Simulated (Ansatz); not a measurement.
**FGaH₃OSi radical: a ladder of functionals and wavefunction methods, part 1 of 2**

How much do the methods differ for FGaH₃OSi radical? The plan is to run it at one geometry with functionals of several rungs and with coupled cluster. The yardstick is the atomisation energy at the CCSD(T) limit.

Program: Ansatz 0.2.0, Gaussian basis. Level of theory: functionals in def2-TZVPP, the program's frozen cores in correlated methods. These are calculated values, not measurements.

Plan: LDA (SPW92), PBE-D4, revPBE-D4, BLYP-D4, r2SCAN-D4, B97M-V, PBE0-D4, B3LYP-D4, r2SCANh-D4, r2SCAN0-D4, HSE06-D4, BHLYP-D4, CAM-B3LYP-D4, LC-ωPBE, ωB97X-V, ωB97M-V, B2PLYP, PBE-QIDH; CCSD(T)/def2-SVP; CCSD(T)/def2-TZVPP; MP2/def2-QZVPP; extrapolation to the limit; RPA on PBE.

**1. The relaxed structure**

The geometry comes from an earlier relaxation with PBE0-D4 in a triple-zeta def2 set; it is a stationary point, not always the lowest conformer.

SMILES `[F][Ga][O][SiH3]`, 7 atoms, charge 0, spin multiplicity 2.

Atoms are counted from 1 here; the program's logs count them from 0.

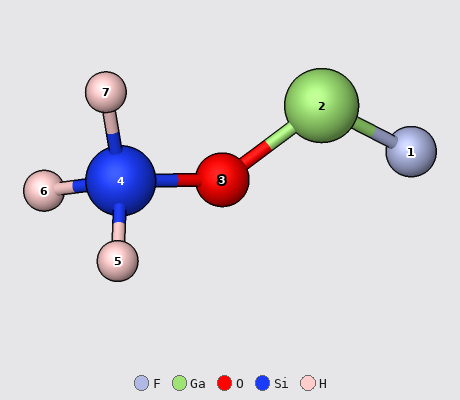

The geometry (fluorine light blue, gallium green, oxygen red, silicon blue, hydrogen pink); atoms are numbered from 1 in the order of the file.

**2. LDA**

This LDA is Slater exchange with PW92 correlation.

Input file in.yaml:

```yaml
crystal:
  periodic: [false, false, false]
  atoms:
    - {symbol: F, position_ang: [-2.575045, 2.179839, 0.952517]}
    - {symbol: Ga, position_ang: [-1.132817, 1.232228, 1.292017]}
    - {symbol: O, position_ang: [-0.476285, 0.318879, -0.090225]}
    - {symbol: Si, position_ang: [0.759363, -0.696242, -0.451268]}
    - {symbol: H, position_ang: [1.591262, -0.099069, -1.527454]}
    - {symbol: H, position_ang: [0.212079, -1.997068, -0.915326]}
    - {symbol: H, position_ang: [1.621443, -0.938567, 0.739739]}
basis:
  gaussian: {orbitals: def2-TZVPP}
magnetization: {spin_polarized: true, initial_magnetization: 1}
hamiltonian: {xc: lda}
output: {orbitals: {seedname: orbitals}}
```

Run with:

```
> ansatz run in.yaml --threads 4 --pin off --events-out ev --progress --plain --max-ram 10444MiB
```

Standard output:

```text
Functional definition: SPW92
  name "SPW92"
  cite "Dirac, Proc. Camb. Phil. Soc. 26, 376 (1930) doi:10.1017/S0305004100016108"
  cite "Slater, Phys. Rev. 81, 385 (1951) doi:10.1103/PhysRev.81.385"
  cite "Perdew & Wang, Phys. Rev. B 45, 13244 (1992) doi:10.1103/PhysRevB.45.13244"
  exchange = slater_x
  correlation = pw_c
1140 factors; their error is unknown
mean field evaluation 1: about -64915.1145 eV, gradient 6.0e1 eV
mean field evaluation 2: about -64791.4541 eV, gradient 1.6e2 eV
mean field evaluation 4: about -64923.7467 eV, gradient 3.0e1 eV
mean field evaluation 8: about -64926.3856 eV, gradient 1.6e-1 eV
mean field evaluation 16: about -64926.3570 eV, gradient 1.7e-4 eV
mean field -64926.35704540 eV, -2385.9996127530 hartree, gradient 9.7e-6 eV, S^2 0.751100; 0 other end points of the search recorded, 0 dependent functions left out
reference -64926.35708462 eV, -2385.9996141945 hartree; 33, 32 occupied and 161, 162 virtual orbitals, 1140 factors
Total energy: -64926.35708462 eV, -2385.9996141945 hartree
```

Run time: 0.75 s. Hardware: 4 threads of Intel Xeon 6975P-C, shared host.

With the free atoms at this level, -64900.077 eV in sum, the atomisation energy is 2535.6 kJ/mol. HOMO -6.18 eV, LUMO -5.29 eV.

**3. PBE-D4 (GGA)**

Changes to in.yaml since step 2:

```diff
@@ -13,3 +13,3 @@
 magnetization: {spin_polarized: true, initial_magnetization: 1}
-hamiltonian: {xc: lda}
-output: {orbitals: {seedname: orbitals}}
+hamiltonian: {xc: pbe, dispersion: d4}
+output: {forces: true, orbitals: {seedname: orbitals}}
```

Launched as before.

Standard output, shortened:

```text
Functional definition: PBE
  name "PBE"
  cite "Perdew, Burke & Ernzerhof, Phys. Rev. Lett. 77, 3865 (1996) doi:10.1103/PhysRevLett.77.3865"
  parent pbe
[...]
1140 factors; their error is unknown
[...]
mean field -65055.89599190 eV, -2390.7600812323 hartree, gradient 2.0e-5 eV, S^2 0.751771; 0 other end points of the search recorded, 0 dependent functions left out
[...]
reference -65055.89603453 eV, -2390.7600827989 hartree; 33, 32 occupied and 161, 162 virtual orbitals, 1140 factors
Total energy: -65056.03289762 eV, -2390.7651124246 hartree
Atom 0 at    -2.575045     2.179839     0.952517 Å, force    -0.494258     0.327272    -0.107999 eV/Å
Atom 1 at    -1.132817     1.232228     1.292017 Å, force     0.278711    -0.031285     0.549610 eV/Å
Atom 2 at    -0.476285     0.318879    -0.090225 Å, force    -0.252652     0.079982    -0.332176 eV/Å
Atom 3 at     0.759363    -0.696242    -0.451268 Å, force     0.343787    -0.264800    -0.044591 eV/Å
Atom 4 at     1.591262    -0.099069    -1.527454 Å, force     0.087232     0.065810    -0.120457 eV/Å
Atom 5 at     0.212079    -1.997068    -0.915326 Å, force    -0.062078    -0.139775    -0.053663 eV/Å
Atom 6 at     1.621443    -0.938567     0.739739 Å, force     0.099258    -0.037205     0.109276 eV/Å
Dipole moment:     0.304836    -0.140837     0.261307 e Å
```

Wall time 1.4 s (4 threads of Intel Xeon 6975P-C, shared host).

Atomisation energy: 2230.2 kJ/mol (free atoms -65032.919 eV, run apart). HOMO -6.05 eV, LUMO -4.90 eV.

**4. revPBE-D4 (GGA)**

Changes to in.yaml since step 3:

```diff
@@ -13,3 +13,3 @@
 magnetization: {spin_polarized: true, initial_magnetization: 1}
-hamiltonian: {xc: pbe, dispersion: d4}
-output: {forces: true, orbitals: {seedname: orbitals}}
+hamiltonian: {xc: {name: revPBE}, dispersion: d4}
+output: {orbitals: {seedname: orbitals}}
```

The command is unchanged.

Standard output:

```text
Functional definition: revPBE
  name "revPBE"
  cite "Zhang & Yang, Phys. Rev. Lett. 80, 890 (1998) doi:10.1103/PhysRevLett.80.890"
  cite "Perdew, Burke & Ernzerhof, Phys. Rev. Lett. 77, 3865 (1996) doi:10.1103/PhysRevLett.77.3865"
  parameter kappa = 1.245
  parameter beta = 0.06672455060314922
  exchange = pbe_x(kappa = kappa, mu = beta*pi^2/3)
  correlation = pbe_c(beta = beta)
1140 factors; their error is unknown
mean field evaluation 1: about -65054.3200 eV, gradient 6.0e1 eV
mean field evaluation 2: about -64933.9603 eV, gradient 1.6e2 eV
mean field evaluation 4: about -65062.9655 eV, gradient 2.9e1 eV
mean field evaluation 8: about -65065.6361 eV, gradient 1.5e-1 eV
mean field evaluation 16: about -65065.6074 eV, gradient 2.4e-4 eV
mean field -65065.60737620 eV, -2391.1169680226 hartree, gradient 3.0e-5 eV, S^2 0.752100; 0 other end points of the search recorded, 0 dependent functions left out
reference -65065.60742929 eV, -2391.1169699736 hartree; 33, 32 occupied and 161, 162 virtual orbitals, 1140 factors
Total energy: -65065.98424103 eV, -2391.1308175496 hartree
```

Wall time 1.2 s (4 threads of Intel Xeon 6975P-C, shared host).

Atomisation energy: 2169.7 kJ/mol (free atoms -65043.497 eV, run apart). HOMO -5.99 eV, LUMO -4.73 eV.

**5. BLYP-D4 (GGA)**

Changes to in.yaml since step 4:

```diff
@@ -13,3 +13,3 @@
 magnetization: {spin_polarized: true, initial_magnetization: 1}
-hamiltonian: {xc: {name: revPBE}, dispersion: d4}
+hamiltonian: {xc: {name: BLYP}, dispersion: d4}
 output: {orbitals: {seedname: orbitals}}
```

The command is unchanged.

Standard output:

```text
Functional definition: BLYP
  name "BLYP"
  cite "Becke, Phys. Rev. A 38, 3098 (1988) doi:10.1103/PhysRevA.38.3098"
  cite "Lee, Yang & Parr, Phys. Rev. B 37, 785 (1988) doi:10.1103/PhysRevB.37.785"
  parameter beta = 0.0042
  parameter a = 0.04918
  parameter b = 0.132
  parameter c = 0.2533
  parameter d = 0.349
  exchange = b88_x(beta = beta)
  correlation = lyp_c(a = a, b = b, c = c, d = d)
1140 factors; their error is unknown
mean field evaluation 1: about -65061.5661 eV, gradient 6.4e1 eV
mean field evaluation 2: about -64927.2247 eV, gradient 1.7e2 eV
mean field evaluation 4: about -65070.4816 eV, gradient 3.5e1 eV
mean field evaluation 8: about -65074.2603 eV, gradient 1.6e-1 eV
mean field evaluation 16: about -65074.2316 eV, gradient 1.8e-4 eV
mean field -65074.23162239 eV, -2391.4339032243 hartree, gradient 2.2e-5 eV, S^2 0.751330; 0 other end points of the search recorded, 0 dependent functions left out
reference -65074.23196276 eV, -2391.4339157328 hartree; 33, 32 occupied and 161, 162 virtual orbitals, 1140 factors
Total energy: -65074.52924169 eV, -2391.4448405321 hartree
```

Run time: 1.2 s. Hardware: 4 threads of Intel Xeon 6975P-C, shared host.

With the free atoms at this level, -65051.625 eV in sum, the atomisation energy is 2209.9 kJ/mol. HOMO -5.90 eV, LUMO -4.97 eV.

**6. r2SCAN-D4 (meta-GGA)**

Changes to in.yaml since step 5:

```diff
@@ -13,3 +13,3 @@
 magnetization: {spin_polarized: true, initial_magnetization: 1}
-hamiltonian: {xc: {name: BLYP}, dispersion: d4}
-output: {orbitals: {seedname: orbitals}}
+hamiltonian: {xc: r2scan, dispersion: d4}
+output: {forces: true, orbitals: {seedname: orbitals}}
```

Launched as before.

Standard output, shortened:

```text
Functional definition: r2SCAN
  name "r2SCAN"
  cite "Furness, Kaplan, Ning, Perdew & Sun, J. Phys. Chem. Lett. 11, 8208 (2020) doi:10.1021/acs.jpclett.0c02405"
  cite "Furness, Kaplan, Ning, Perdew & Sun, J. Phys. Chem. Lett. 11, 9248 (2020) doi:10.1021/acs.jpclett.0c03077"
  parent r2scan
[...]
1140 factors; their error is unknown
[...]
mean field -65069.75694765 eV, -2391.2694619606 hartree, gradient 1.3e-5 eV, S^2 0.753685; 0 other end points of the search recorded, 0 dependent functions left out
[...]
reference -65069.75696424 eV, -2391.2694625705 hartree; 33, 32 occupied and 161, 162 virtual orbitals, 1140 factors
Total energy: -65069.78815585 eV, -2391.2706088409 hartree
Atom 0 at    -2.575045     2.179839     0.952517 Å, force     0.012401    -0.017202    -0.025588 eV/Å
Atom 1 at    -1.132817     1.232228     1.292017 Å, force     0.009922     0.010959     0.057750 eV/Å
Atom 2 at    -0.476285     0.318879    -0.090225 Å, force    -0.084898     0.051781    -0.031571 eV/Å
Atom 3 at     0.759363    -0.696242    -0.451268 Å, force     0.078384    -0.055607     0.003204 eV/Å
Atom 4 at     1.591262    -0.099069    -1.527454 Å, force    -0.018431    -0.017904     0.021966 eV/Å
Atom 5 at     0.212079    -1.997068    -0.915326 Å, force     0.015758     0.029490     0.007234 eV/Å
Atom 6 at     1.621443    -0.938567     0.739739 Å, force    -0.013137    -0.001517    -0.032994 eV/Å
Dipole moment:     0.312507    -0.138092     0.288056 e Å
```

It took 2.9 s on 4 threads of Intel Xeon 6975P-C, shared host.

With the free atoms at this level, -65046.559 eV in sum, the atomisation energy is 2241.3 kJ/mol. HOMO -6.46 eV, LUMO -4.51 eV.

**7. B97M-V (meta-GGA)**

Changes to in.yaml since step 6:

```diff
@@ -13,3 +13,3 @@
 magnetization: {spin_polarized: true, initial_magnetization: 1}
-hamiltonian: {xc: r2scan, dispersion: d4}
-output: {forces: true, orbitals: {seedname: orbitals}}
+hamiltonian: {xc: {name: B97M-V}}
+output: {orbitals: {seedname: orbitals}}
```

Launched as before.

Standard output, shortened:

```text
Functional definition: B97M-V
  name "B97M-V"
  cite "Mardirossian & Head-Gordon, J. Chem. Phys. 142, 074111 (2015) doi:10.1063/1.4907719"
  cite "Becke, J. Chem. Phys. 107, 8554 (1997) doi:10.1063/1.475007"
  cite "Vydrov & Van Voorhis, J. Chem. Phys. 133, 244103 (2010) doi:10.1063/1.3521275"
  # Of w^i u^j: cxij and so on, Table III.
[...]
  gx(w, u) = cx00 + cx01*u + cx02*u^2 + (cx10 + cx11*u)*w
  gss(w, u) = css00 + css02*u^2 + css10*w + (css32*w^3 + css42*w^4)*u^2
  gos(w, u) = cos00 + cos01*u + cos03*u^3 + cos10*w + cos32*w^3*u^2
[...]
      + integral(e_c_pw_mod_opposite_spin*gos(b97_w_opposite, b97_u_opposite)) + vv10(b, c)
1140 factors; their error is unknown
[...]
mean field -65059.04007114 eV, -2390.8756240133 hartree, gradient 2.3e-5 eV, S^2 0.751849; 0 other end points of the search recorded, 0 dependent functions left out
reference -65059.04013581 eV, -2390.8756263899 hartree; 33, 32 occupied and 161, 162 virtual orbitals, 1140 factors
Total energy: -65059.04013581 eV, -2390.8756263899 hartree
```

It took 4.3 s on 4 threads of Intel Xeon 6975P-C, shared host.

With the free atoms at this level, -65035.964 eV in sum, the atomisation energy is 2226.5 kJ/mol. HOMO -6.24 eV, LUMO -5.11 eV.

**8. PBE0-D4 (hybrid)**

Changes to in.yaml since step 7:

```diff
@@ -13,3 +13,3 @@
 magnetization: {spin_polarized: true, initial_magnetization: 1}
-hamiltonian: {xc: {name: B97M-V}}
+hamiltonian: {xc: pbe0, dispersion: d4}
 output: {orbitals: {seedname: orbitals}}
```

Its log isn't repeated here (it stands with the study of this molecule's fields); it ends on a total energy of -65057.803048 eV.

Atomisation energy: 2181.0 kJ/mol (free atoms -65035.199 eV, run apart). HOMO -7.25 eV, LUMO -3.92 eV.

**9. B3LYP-D4 (hybrid)**

B3LYP here takes the VWN-RPA correlation.

Changes to in.yaml since step 8:

```diff
@@ -13,3 +13,3 @@
 magnetization: {spin_polarized: true, initial_magnetization: 1}
-hamiltonian: {xc: pbe0, dispersion: d4}
-output: {orbitals: {seedname: orbitals}}
+hamiltonian: {xc: {name: B3LYP}, dispersion: d4}
+output: {forces: true, orbitals: {seedname: orbitals}}
```

Launched as before.

Standard output, shortened:

```text
Functional definition: B3LYP
  name "B3LYP"
  cite "Stephens, Devlin, Chabalowski & Frisch, J. Phys. Chem. 98, 11623 (1994) doi:10.1021/j100096a001"
  cite "Becke, Phys. Rev. A 38, 3098 (1988) doi:10.1103/PhysRevA.38.3098"
  cite "Lee, Yang & Parr, Phys. Rev. B 37, 785 (1988) doi:10.1103/PhysRevB.37.785"
  cite "Vosko, Wilk & Nusair, Can. J. Phys. 58, 1200 (1980) doi:10.1139/p80-159"
[...]
1178 factors; their error is unknown
[...]
mean field -65074.87374604 eV, -2391.4575008332 hartree, gradient 9.4e-6 eV, S^2 0.752262; 0 other end points of the search recorded, 0 dependent functions left out
[...]
reference -65074.87400109 eV, -2391.4575102064 hartree; 33, 32 occupied and 161, 162 virtual orbitals, 1178 factors
Total energy: -65075.09796629 eV, -2391.4657407755 hartree
Atom 0 at    -2.575045     2.179839     0.952517 Å, force    -0.275408     0.181767    -0.061971 eV/Å
Atom 1 at    -1.132817     1.232228     1.292017 Å, force     0.126427     0.004432     0.308757 eV/Å
Atom 2 at    -0.476285     0.318879    -0.090225 Å, force     0.016329    -0.066776    -0.173905 eV/Å
Atom 3 at     0.759363    -0.696242    -0.451268 Å, force     0.202949    -0.176127    -0.091129 eV/Å
Atom 4 at     1.591262    -0.099069    -1.527454 Å, force    -0.050743    -0.039844     0.067699 eV/Å
Atom 5 at     0.212079    -1.997068    -0.915326 Å, force     0.037007     0.081293     0.029258 eV/Å
Atom 6 at     1.621443    -0.938567     0.739739 Å, force    -0.056560     0.015255    -0.078709 eV/Å
Dipole moment:     0.336963    -0.150813     0.304434 e Å
```

Run time: 2.3 s. Hardware: 4 threads of Intel Xeon 6975P-C, shared host.

With the free atoms at this level, -65052.250 eV in sum, the atomisation energy is 2204.5 kJ/mol. HOMO -7.02 eV, LUMO -4.40 eV.

**10. r2SCANh-D4 (hybrid)**

Changes to in.yaml since step 9:

```diff
@@ -13,3 +13,3 @@
 magnetization: {spin_polarized: true, initial_magnetization: 1}
-hamiltonian: {xc: {name: B3LYP}, dispersion: d4}
-output: {forces: true, orbitals: {seedname: orbitals}}
+hamiltonian: {xc: {name: r2SCANh}, dispersion: d4}
+output: {orbitals: {seedname: orbitals}}
```

Same command.

Standard output, shortened:

```text
Functional definition: r2SCANh
  name "r2SCANh"
  cite "Bursch, Neugebauer, Ehlert & Grimme, J. Chem. Phys. 156, 134105 (2022) doi:10.1063/5.0086040"
  cite "Furness, Kaplan, Ning, Perdew & Sun, J. Phys. Chem. Lett. 11, 8208 (2020) doi:10.1021/acs.jpclett.0c02405"
  cite "Furness, Kaplan, Ning, Perdew & Sun, J. Phys. Chem. Lett. 11, 9248 (2020) doi:10.1021/acs.jpclett.0c03077"
  parent r2scan
[...]
1163 factors; their error is unknown
[...]
mean field -65069.11925509 eV, -2391.2460271914 hartree, gradient 3.3e-5 eV, S^2 0.753815; 0 other end points of the search recorded, 0 dependent functions left out
reference -65069.11927029 eV, -2391.2460277500 hartree; 33, 32 occupied and 161, 162 virtual orbitals, 1163 factors
Total energy: -65069.15324661 eV, -2391.2472763568 hartree
```

Wall time 3.4 s (4 threads of Intel Xeon 6975P-C, shared host); peak memory 0.7 GiB.

With the free atoms at this level, -65046.164 eV in sum, the atomisation energy is 2218.1 kJ/mol. HOMO -6.90 eV, LUMO -4.18 eV.

**11. r2SCAN0-D4 (hybrid)**

Changes to in.yaml since step 10:

```diff
@@ -13,3 +13,3 @@
 magnetization: {spin_polarized: true, initial_magnetization: 1}
-hamiltonian: {xc: {name: r2SCANh}, dispersion: d4}
+hamiltonian: {xc: {name: r2SCAN0}, dispersion: d4}
 output: {orbitals: {seedname: orbitals}}
```

The command is unchanged.

Standard output, shortened:

```text
Functional definition: r2SCAN0
  name "r2SCAN0"
  cite "Bursch, Neugebauer, Ehlert & Grimme, J. Chem. Phys. 156, 134105 (2022) doi:10.1063/5.0086040"
  cite "Furness, Kaplan, Ning, Perdew & Sun, J. Phys. Chem. Lett. 11, 8208 (2020) doi:10.1021/acs.jpclett.0c02405"
  cite "Furness, Kaplan, Ning, Perdew & Sun, J. Phys. Chem. Lett. 11, 9248 (2020) doi:10.1021/acs.jpclett.0c03077"
  parent r2scan
[...]
1188 factors; their error is unknown
[...]
mean field -65068.21280865 eV, -2391.2127158992 hartree, gradient 9.0e-5 eV, S^2 0.754065; 0 other end points of the search recorded, 0 dependent functions left out
reference -65068.21282175 eV, -2391.2127163806 hartree; 33, 32 occupied and 161, 162 virtual orbitals, 1188 factors
Total energy: -65068.25078653 eV, -2391.2141115605 hartree
```

It took 3.2 s on 4 threads of Intel Xeon 6975P-C, shared host; peak memory 0.71 GiB.

With the free atoms at this level, -65045.598 eV in sum, the atomisation energy is 2185.7 kJ/mol. HOMO -7.56 eV, LUMO -3.70 eV.

**12. HSE06-D4 (hybrid)**

HSE06 is the plane-wave form, built on full-range PBE exchange.

Changes to in.yaml since step 11:

```diff
@@ -13,3 +13,3 @@
 magnetization: {spin_polarized: true, initial_magnetization: 1}
-hamiltonian: {xc: {name: r2SCAN0}, dispersion: d4}
+hamiltonian: {xc: hse06, dispersion: d4}
 output: {orbitals: {seedname: orbitals}}
```

Launched as before.

Standard output, shortened:

```text
Functional definition: HSE06
  name "HSE06"
  cite "Heyd, Scuseria & Ernzerhof, J. Chem. Phys. 118, 8207 (2003) doi:10.1063/1.1564060"
  cite "Krukau, Vydrov, Izmaylov & Scuseria, J. Chem. Phys. 125, 224106 (2006) doi:10.1063/1.2404663"
  cite "Heyd & Scuseria, J. Chem. Phys. 120, 7274 (2004) doi:10.1063/1.1668634"
  cite "Ernzerhof & Perdew, J. Chem. Phys. 109, 3313 (1998) doi:10.1063/1.476928"
  cite "Perdew, Burke & Ernzerhof, Phys. Rev. Lett. 77, 3865 (1996) doi:10.1103/PhysRevLett.77.3865"
  parent pbe
[...]
  # The whole range is PBE's own exchange, as in plane waves. The composition of these papers is wPBEh.
[...]
1188 factors; their error is unknown
92 factors; integrals over basis functions are off by at most 8.9e-7 eV
[...]
mean field -65057.29651881 eV, -2390.8115496469 hartree, gradient 3.8e-5 eV, S^2 0.752719; 0 other end points of the search recorded, 0 dependent functions left out
reference -65057.29656210 eV, -2390.8115512378 hartree; 33, 32 occupied and 161, 162 virtual orbitals, 1188 factors
Total energy: -65057.40587404 eV, -2390.8155683776 hartree
```

Run time: 2.1 s. Hardware: 4 threads of Intel Xeon 6975P-C, shared host; peak memory 0.69 GiB.

With the free atoms at this level, -65034.785 eV in sum, the atomisation energy is 2182.6 kJ/mol. HOMO -6.85 eV, LUMO -4.30 eV.

**13. BHLYP-D4 (hybrid)**

Changes to in.yaml since step 12:

```diff
@@ -13,3 +13,3 @@
 magnetization: {spin_polarized: true, initial_magnetization: 1}
-hamiltonian: {xc: hse06, dispersion: d4}
+hamiltonian: {xc: {name: BHLYP}, dispersion: d4}
 output: {orbitals: {seedname: orbitals}}
```

Same command.

Standard output:

```text
Functional definition: BHLYP
  name "BHLYP"
  cite "Becke, J. Chem. Phys. 98, 1372 (1993) doi:10.1063/1.464304"
  cite "Becke, Phys. Rev. A 38, 3098 (1988) doi:10.1103/PhysRevA.38.3098"
  cite "Lee, Yang & Parr, Phys. Rev. B 37, 785 (1988) doi:10.1103/PhysRevB.37.785"
  parameter a = 0.5
  exchange = (1 - a)*b88_x + a*exact_x
  correlation = lyp_c
1292 factors; their error is unknown
mean field evaluation 1: about -65062.8392 eV, gradient 4.6e1 eV
mean field evaluation 2: about -65050.7606 eV, gradient 7.4e1 eV
mean field evaluation 4: about -65069.7113 eV, gradient 5.0e0 eV
mean field evaluation 8: about -65069.7873 eV, gradient 1.0e-1 eV
mean field evaluation 16: about -65070.2574 eV, gradient 3.4e-4 eV
mean field -65070.25740577 eV, -2391.2878534574 hartree, gradient 7.4e-6 eV, S^2 0.753792; 0 other end points of the search recorded, 0 dependent functions left out
reference -65070.25757888 eV, -2391.2878598191 hartree; 33, 32 occupied and 161, 162 virtual orbitals, 1292 factors
Total energy: -65070.44966911 eV, -2391.2949190050 hartree
```

Run time: 2.1 s. Hardware: 4 threads of Intel Xeon 6975P-C, shared host; peak memory 0.67 GiB.

Atomisation energy: 2138.4 kJ/mol (free atoms -65048.286 eV, run apart). HOMO -8.29 eV, LUMO -3.18 eV.

**14. CAM-B3LYP-D4 (range-separated)**

Changes to in.yaml since step 13:

```diff
@@ -13,3 +13,3 @@
 magnetization: {spin_polarized: true, initial_magnetization: 1}
-hamiltonian: {xc: {name: BHLYP}, dispersion: d4}
+hamiltonian: {xc: {name: CAM-B3LYP}, dispersion: d4}
 output: {orbitals: {seedname: orbitals}}
```

Same command.

Standard output, shortened:

```text
Functional definition: CAM-B3LYP
  name "CAM-B3LYP"
  cite "Yanai, Tew & Handy, Chem. Phys. Lett. 393, 51 (2004) doi:10.1016/j.cplett.2004.06.011"
  cite "Iikura, Tsuneda, Yanai & Hirao, J. Chem. Phys. 115, 3540 (2001) doi:10.1063/1.1383587"
  cite "Becke, Phys. Rev. A 38, 3098 (1988) doi:10.1103/PhysRevA.38.3098"
  cite "Lee, Yang & Parr, Phys. Rev. B 37, 785 (1988) doi:10.1103/PhysRevB.37.785"
  cite "Vosko, Wilk & Nusair, Can. J. Phys. 58, 1200 (1980) doi:10.1139/p80-159"
[...]
  # Exact exchange under (alpha + beta erf(omega r))/r, Becke's under what is left of 1/r.
[...]
1178 factors; their error is unknown
266 factors; integrals over basis functions are off by at most 1.5e-5 eV
[...]
mean field -65075.06385555 eV, -2391.4644872290 hartree, gradient 1.3e-5 eV, S^2 0.752948; 0 other end points of the search recorded, 0 dependent functions left out
reference -65075.06397953 eV, -2391.4644917853 hartree; 33, 32 occupied and 161, 162 virtual orbitals, 1178 factors
Total energy: -65075.18354918 eV, -2391.4688858888 hartree
```

Run time: 2.4 s. Hardware: 4 threads of Intel Xeon 6975P-C, shared host; peak memory 0.76 GiB.

With the free atoms at this level, -65052.047 eV in sum, the atomisation energy is 2232.4 kJ/mol. HOMO -8.56 eV, LUMO -3.11 eV.

(Continued in part 2 of 2.)
